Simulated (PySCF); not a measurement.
**C₄H₇BF₂ (SMILES FB(F)C1CCC1): density, localisation and related maps**

```yaml
atoms:
  - { symbol: F, position_ang: [2.0904, -0.5768, 1.4892] }
  - { symbol: B, position_ang: [1.9620, -0.2553, 0.2164] }
  - { symbol: F, position_ang: [3.1156, -0.0974, -0.4048] }
  - { symbol: C, position_ang: [0.5648, -0.0541, -0.4762] }
  - { symbol: C, position_ang: [-0.3141, 1.1179, 0.0513] }
  - { symbol: C, position_ang: [-1.5294, 0.1840, 0.0868] }
  - { symbol: C, position_ang: [-0.5899, -1.0149, -0.0902] }
  - { symbol: H, position_ang: [0.6622, 0.0142, -1.5607] }
  - { symbol: H, position_ang: [-0.0102, 1.4494, 1.0418] }
  - { symbol: H, position_ang: [-0.3794, 1.9798, -0.6080] }
  - { symbol: H, position_ang: [-2.1941, 0.3289, -0.7623] }
  - { symbol: H, position_ang: [-2.1166, 0.1993, 1.0018] }
  - { symbol: H, position_ang: [-0.3959, -1.5360, 0.8448] }
  - { symbol: H, position_ang: [-0.8660, -1.7395, -0.8522] }
```

Geometry: GFN2-xTB.

Method: PBE0/pcSseg-1, SCF density, gas phase, non-relativistic in PySCF.

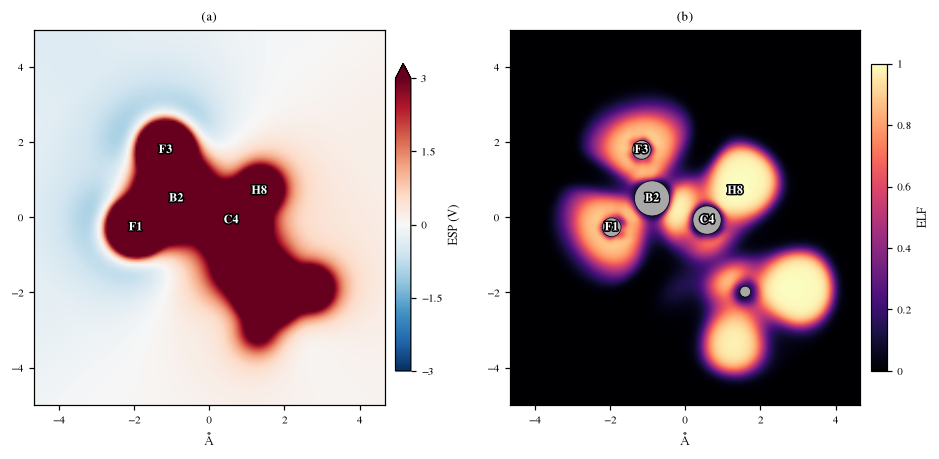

Figure 1. (a) electrostatic potential; (b) ELF on the plane of atoms F1, B2 and C4. Grey discs cover the atomic cores in the ELF map.

> Describe what can be read from this map.

- The plane passes through F, B, C and H nuclei.
- B–F (1.32 Å): the ELF peaks at about 0.85 between the atoms; a shared but strongly polarised pair.
- C–B (1.57 Å): the ELF peaks at about 1 between the atoms; a covalent bond.
- C–H (1.09 Å): the ELF climbs to about 1 towards the hydrogen, as it does in any bond to H; a covalent bond by its length.
- The ELF also peaks beside F1 and F3, away from the bonds: lone-pair regions.
- Outside the dense part of the molecule the potential is most negative (−1.0 V) near F3.

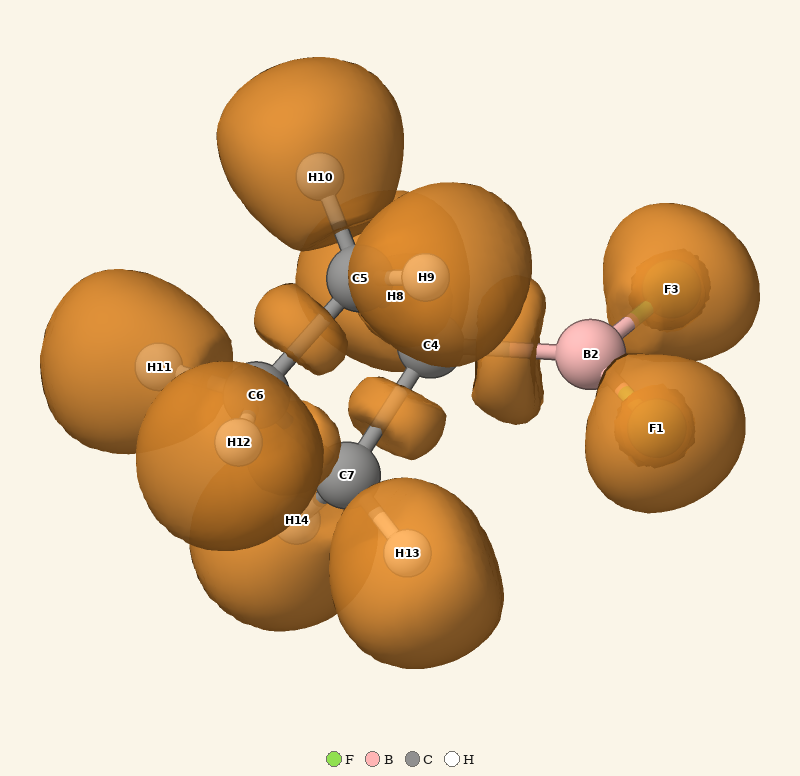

Figure 2. Isosurface of the electron localisation function at 0.75 (orange), seen at a tilt. Core shells and regions of very low density are left out.

> Where are the electrons localised?

The surface consists of one region between bonded B–C atoms (shared pairs), four regions between bonded C–C atoms (shared pairs), seven regions around hydrogen nuclei and two regions on F in which the atom's valence shell and bonds are merged. Along the contacts the grid gives the following. C–C (1.53 Å): the ELF peaks at about 0.95 between the atoms, as expected for a shared electron pair.

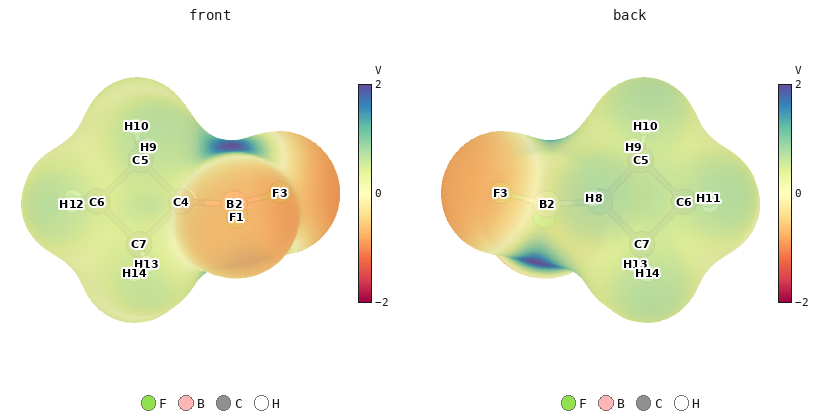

Figure 3. The electrostatic potential painted on the density surface at 0.002 e/bohr³, seen from the front and from behind; red is negative and blue positive.

> Where is the surface potential most negative and most positive?

The most negative region (about −0.9 V, or −21 kcal/mol for a unit charge) lies over F1 and F3, the most positive (about +1.9 V, or +44 kcal/mol for a unit charge) over B2.

> What dipole moment does the calculation give?

Its dipole moment is 1.97 D.
